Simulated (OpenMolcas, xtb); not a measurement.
# A ladder of methods for C2H7Al (SMILES [CH3][AlH][CH3])

The species is C2H7Al (10 atoms), meant as a singlet with charge 0. SMILES: `[CH3][AlH][CH3]`. The shape is that of a PBE0-D4/def2-TZVP optimisation.

Quantity: the HOMO–LUMO gap, in eV. The values are calculated.

```
           level            kind     program  value (eV)   CPU time
        GFN1-xTB  semi-empirical         xtb        5.59  under 2 s
    HF/def2-SVPD    Hartree–Fock  OpenMolcas       12.44       31 s
 SVWN5/def2-SVPD             LDA  OpenMolcas        4.78       71 s
  BLYP/def2-SVPD             GGA  OpenMolcas        4.86       95 s
  TPSS/def2-SVPD        meta-GGA  OpenMolcas        5.18    1.8 min
 BHLYP/def2-SVPD   global hybrid  OpenMolcas        8.92       88 s
B2PLYP/def2-SVPD   double hybrid  OpenMolcas        9.12       64 s
```

The values span 4.78 to 12.44 eV. Orbital gaps aren't excitation energies, and those of double hybrids come from the SCF part alone; they tend to grow with the share of exact exchange. Times are those of the runs behind each value, whatever else they computed, on shared processors of several kinds: orders of magnitude only.

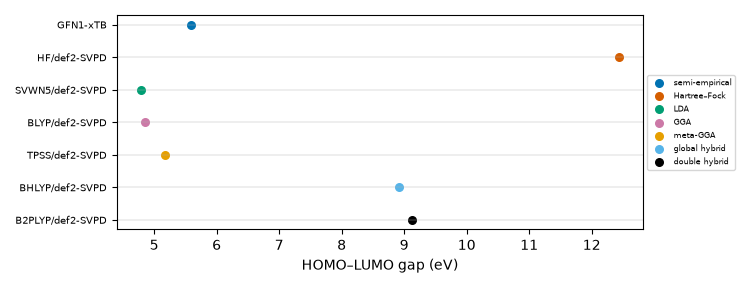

The values of the table, level by level.
